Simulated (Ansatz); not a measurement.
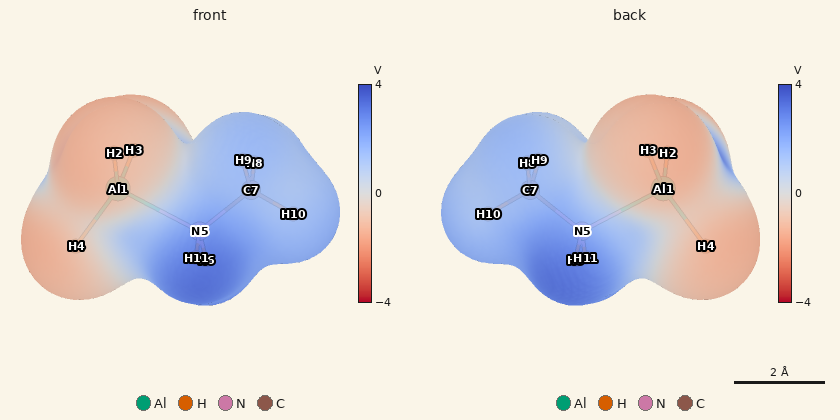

*CH8AlN. The electrostatic potential painted on the density surface at 0.004 e/bohr³, seen from the front and from behind; the colour scale runs from red (negative) to blue (positive).*

Method: Ansatz, RKS B3LYP-D4/6-31G*.

```yaml
atoms:
  - { symbol: Al, position_ang: [0.0831, -0.1920, 0.0472] }
  - { symbol: H, position_ang: [0.3959, 0.8497, 1.2280] }
  - { symbol: H, position_ang: [1.3195, -0.6640, -0.8612] }
  - { symbol: H, position_ang: [-1.3604, -0.1079, -0.6516] }
  - { symbol: N, position_ang: [-0.1869, -1.9079, 1.1760] }
  - { symbol: H, position_ang: [-0.4967, -2.6536, 0.5512] }
  - { symbol: C, position_ang: [1.0188, -2.3388, 1.9279] }
  - { symbol: H, position_ang: [1.8216, -2.5254, 1.2121] }
  - { symbol: H, position_ang: [1.3251, -1.5219, 2.5843] }
  - { symbol: H, position_ang: [0.8359, -3.2406, 2.5219] }
  - { symbol: H, position_ang: [-0.9610, -1.7395, 1.8202] }
```

**Where is the surface potential most negative and most positive?**

The most negative region (about −1.4 V, or −32 kcal/mol for a unit charge) lies over H2, H3 and H4, the most positive (about +3.2 V, or +74 kcal/mol for a unit charge) over H6 and H11.
